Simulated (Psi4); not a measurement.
**CrH4 (SMILES [H][Cr]([H])([H])[H]) at UPBE/def2-TZVP**

What is the vertical ionisation energy of CrH4 at UPBE/def2-TZVP? 

Program for the calculation: Psi4 1.11.

9 further runs of the same task are left out: 7 that didn't finish, 2 set aside as unsound or not needed.

## (1) Starting point

CrH4 has 5 atoms, charge 0, and is taken as a triplet. As SMILES, `[H][Cr]([H])([H])[H]`. Geometry: a GFN2-xTB relaxation, a rough one for these elements and not checked as a minimum.

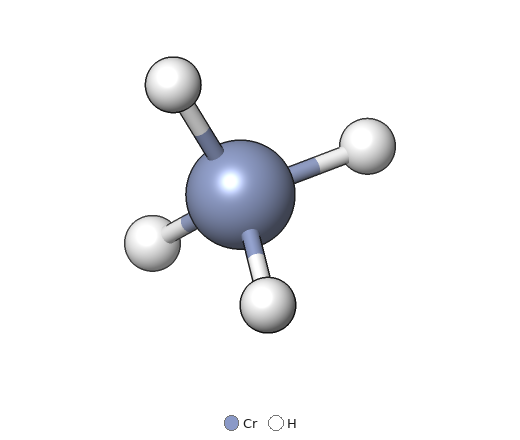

Viewed from a chosen angle; chromium light blue, hydrogen white.

## (2) A single-point energy at UPBE/def2-TZVP

Input file job.py:

```python
import psi4

psi4.set_memory('1600 MB')
psi4.set_num_threads(1)
psi4.core.set_output_file('output.dat', False)

geom = psi4.geometry("""
0 3
Cr    -0.00434637     0.00364717     0.00071810
H      0.01834924    -0.03683076     2.93429114
H      2.75565533     0.01840593    -0.99785098
H     -1.39259587     2.40764336    -0.94525990
H     -1.37708122    -2.39288460    -0.99187945
units au
symmetry c1
no_reorient
no_com
""")

options = {'basis': 'def2-TZVP', 'reference': 'uks', 'puream': True, 'e_convergence': 1e-09, 'd_convergence': 1e-08, 'scf_type': 'pk', 'dft_radial_points': 99, 'dft_spherical_points': 590, 'maxiter': 200}
psi4.set_options(options)

e, wfn = psi4.energy('pbe', molecule=geom, return_wfn=True)
psi4.oeprop(wfn, 'LOWDIN_CHARGES', 'DIPOLE', 'WIBERG_LOWDIN_INDICES')
print('E =', round(e, 9))
for k, v in sorted(psi4.core.scalar_variables().items()):
    print(f'{k:45s} {v:18.10f}')
```

Launch:

```console
$ python job.py
```

output.dat:

```text
[...]
  Running in c1 symmetry.
[...]
  Nuclear repulsion =   33.970233101315792
[...]
  Multiplicity = 3
[...]
  Nalpha       = 15
  Nbeta        = 13
[...]
    Number of basis functions: 69
[...]
   @UKS iter   1: -1041.76943716336905    4.34386e+00   5.69901e-02 ADIIS/DIIS
[...]
   @UKS iter  17: -1046.50827302920379   -2.50111e-12   7.22267e-09 DIIS
[...]
   @S^2 Observed:                2.072600677E+00
[...]
    Orbital Energies [Eh]
    ---------------------
    Alpha Occupied:
       1A   -214.509706     2A    -24.313488     3A    -20.677634
       4A    -20.677601     5A    -20.677559     6A     -2.792643
       7A     -1.782426     8A     -1.782377     9A     -1.782336
      10A     -0.324281    11A     -0.293888    12A     -0.293787
      13A     -0.293700    14A     -0.229913    15A     -0.229861
    Alpha Virtual:
      16A     -0.134672    17A     -0.134267    18A     -0.133976
      19A      0.034231    20A      0.062194    21A      0.062316
      22A      0.062482    23A      0.077521    24A      0.077544
      25A      0.183595    26A      0.215068    27A      0.215462
[...]
  @UKS Final Energy: -1046.50827302920379
   => Energetics <=
    Nuclear Repulsion Energy =             33.9702331013157917
    One-Electron Energy =               -1505.5539830708610225
    Two-Electron Energy =                 474.8449790756746438
    DFT Exchange-Correlation Energy =     -49.7695021353332621
    Empirical Dispersion Energy =           0.0000000000000000
    VV10 Nonlocal Energy =                  0.0000000000000000
    Total Energy =                      -1046.5082730292037922
[...]
 Multipole Moments:
 ------------------------------------------------------------------------------------
     Multipole            Electronic (a.u.)      Nuclear  (a.u.)        Total (a.u.)
 ------------------------------------------------------------------------------------
 L = 1.  Multiply by 2.5417464519 to convert [e a0] to [Debye]
 Dipole X            :          0.0948151           -0.0999854           -0.0051703
 Dipole Y            :         -0.0794621            0.0838660            0.0044039
 Dipole Z            :         -0.0156697            0.0165352            0.0008655
 Magnitude           :                                                    0.0068465
[...]
```

Standard output:

```text
E = -1046.508273029
CURRENT ENERGY                                  -1046.5082730292
CURRENT REFERENCE ENERGY                        -1046.5082730292
DD SOLVATION ENERGY                                 0.0000000000
DFT FUNCTIONAL TOTAL ENERGY                     -1046.5082730292
DFT TOTAL ENERGY                                -1046.5082730292
DFT VV10 ENERGY                                     0.0000000000
DFT XC ENERGY                                     -49.7695021353
GRID ELECTRONS ALPHA                               14.9999999915
GRID ELECTRONS BETA                                12.9999999829
GRID ELECTRONS TOTAL                               27.9999999744
NUCLEAR REPULSION ENERGY                           33.9702331013
ONE-ELECTRON ENERGY                             -1505.5539830709
PCM POLARIZATION ENERGY                             0.0000000000
PE ENERGY                                           0.0000000000
SCF ITERATION ENERGY                            -1046.5082730292
SCF ITERATIONS                                     17.0000000000
SCF TOTAL ENERGY                                -1046.5082730292
TWO-ELECTRON ENERGY                               474.8449790757
XC GRID RADIAL POINTS                              99.0000000000
XC GRID SPHERICAL POINTS                          590.0000000000
XC GRID TOTAL POINTS                           280864.0000000000
```

Run time: 11 s. Hardware: 1 thread of AMD EPYC 9R45 (Zen 5), shared host; peak memory 0.81 GiB.

## (3) The doublet cation: energy and gradient at UPBE/def2-TZVP

Input file job.inp:

```
memory 1.6 GB

molecule molecule1 {
  1 2
  Cr
  H 1 R2
  H 1 R3 2 A3
  H 1 R4 2 A4 3 D4
  H 1 R5 4 A5 3 D5

  R2 = 1.552574
  R3 = 1.553202
  A3 = 109.44891
  R4 = 1.55197
  A4 = 109.7235
  D4 = -119.98607
  R5 = 1.553026
  A5 = 109.80713
  D5 = -119.79623
  symmetry c1
  no_reorient
  no_com
}

set basis def2-TZVP
set reference uks
set puream true
set e_convergence 1e-09
set d_convergence 1e-08
set scf_type pk
set dft_radial_points 99
set dft_spherical_points 590
set maxiter 200

energy_value, wavefunction = gradient("pbe", return_wfn=True)
oeprop(wavefunction, "MAYER_INDICES", "WIBERG_LOWDIN_INDICES", "QUADRUPOLE")
```

Launch:

```console
$ psi4 -i job.inp -o job.out -n 1
```

job.out:

```text
[...]
  Running in c1 symmetry.
[...]
  Nuclear repulsion =   33.970236430505992
[...]
  Multiplicity = 2
[...]
  Nalpha       = 14
  Nbeta        = 13
[...]
    Number of basis functions: 69
[...]
   @UKS iter   1: -1041.65242064680137    4.46088e+00   5.53295e-02 ADIIS/DIIS
[...]
   @UKS iter  27: -1046.13466618991743   -2.50111e-12   3.53816e-09 DIIS
[...]
   @S^2 Observed:                7.784452102E-01
[...]
    Orbital Energies [Eh]
    ---------------------
    Alpha Occupied:
       1A   -214.843600     2A    -24.643658     3A    -21.018448
       4A    -21.004608     5A    -21.004592     6A     -3.101467
       7A     -2.099554     8A     -2.084874     9A     -2.084848
      10A     -0.591615    11A     -0.589016    12A     -0.588879
      13A     -0.575714    14A     -0.522493
    Alpha Virtual:
      15A     -0.516916    16A     -0.409956    17A     -0.409639
      18A     -0.402010    19A     -0.132615    20A     -0.132378
      21A     -0.129261    22A     -0.124874    23A     -0.099388
      24A     -0.098902    25A     -0.046384    26A      0.018504
[...]
  @UKS Final Energy: -1046.13466618991743
   => Energetics <=
    Nuclear Repulsion Energy =             33.9702364305059916
    One-Electron Energy =               -1496.7181891723780609
    Two-Electron Energy =                 466.0295999913728906
    DFT Exchange-Correlation Energy =     -49.4163134394183103
    Empirical Dispersion Energy =           0.0000000000000000
    VV10 Nonlocal Energy =                  0.0000000000000000
    Total Energy =                      -1046.1346661899174251
[...]
  -Total Gradient:
     Atom            X                  Y                   Z
    ------   -----------------  -----------------  -----------------
       1       -0.000283646991    -0.000269916466     0.000062904245
       2       -0.000181933703     0.000096559377    -0.005535503214
       3        0.000242972691    -0.005021431637     0.001842057889
       4        0.004671470877     0.002543534406     0.002048393970
       5       -0.004449687895     0.002652356018     0.001583784605
[...]
 Multipole Moments:
 ------------------------------------------------------------------------------------
     Multipole            Electronic (a.u.)      Nuclear  (a.u.)        Total (a.u.)
 ------------------------------------------------------------------------------------
 L = 1.  Multiply by 2.5417464519 to convert [e a0] to [Debye]
 Dipole X            :         -0.0111745            0.0090788           -0.0020956
 Dipole Y            :         -0.0133715            0.0107753           -0.0025962
 Dipole Z            :          0.0019062           -0.0015627            0.0003435
 Magnitude           :                                                    0.0033541
 L = 2.  Multiply by 1.3450342976 to convert [e a0^2] to [Debye ang]
 Quadrupole XX       :        -22.1577722           11.5236093          -10.6341629
 Quadrupole XY       :         -0.0857906            0.0076438           -0.0781469
[...]
```

Wall time 18 s (1 thread of AMD EPYC 9R45 (Zen 5), shared host); peak memory 0.81 GiB.

## (4) Outcome

Level: UPBE/def2-TZVP.

| quantity | value |
| --- | --- |
| triplet CrH4: total energy | -1046.50827 Eh |
| triplet CrH4: dipole moment | 0.02 D |
| triplet CrH4: HOMO energy (highest over α and β) | -6.25 eV |
| triplet CrH4: LUMO energy (lowest over α and β) | -3.66 eV |
| triplet CrH4: ⟨S²⟩ | 2.073 |
| doublet cation: total energy | -1046.13467 Eh |
| doublet cation: HOMO energy (highest over α and β) | -14.22 eV |
| doublet cation: LUMO energy (lowest over α and β) | -14.07 eV |
| doublet cation: ⟨S²⟩ | 0.778 |
| doublet cation: largest force on an atom | 0.293 eV/Å |
| vertical ionisation energy (to the doublet cation) | 10.166 eV |

**Reading.** Removing an electron at fixed nuclei costs 10.17 eV (234 kcal/mol).
